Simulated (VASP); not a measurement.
Band structure of MgSn (space group P-6m2). These are PBEsol GGA, VASP's PBE PAW potentials (set 64) (plane waves; VASP) values and carry that method's errors.

Unless said otherwise, spin-orbit coupling is left out, though it shifts the bands of the heavy elements here.

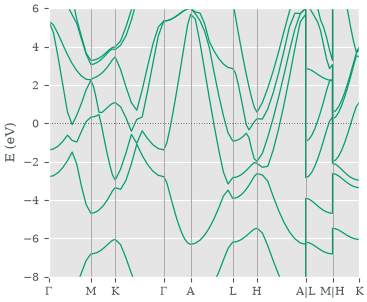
Bands along high-symmetry lines, zero at the valence-band maximum or, without a gap, the Fermi level

### Question
Read the plot: is there a gap, and where are the band edges?

### Answer
It has no gap at this level: it comes out as a metal or semimetal. (Edges off the drawn lines would not show.)

The structure comes from a computed database's MgSn entry (P-6m2); how it stands against other phases isn't given here. It was relaxed first.
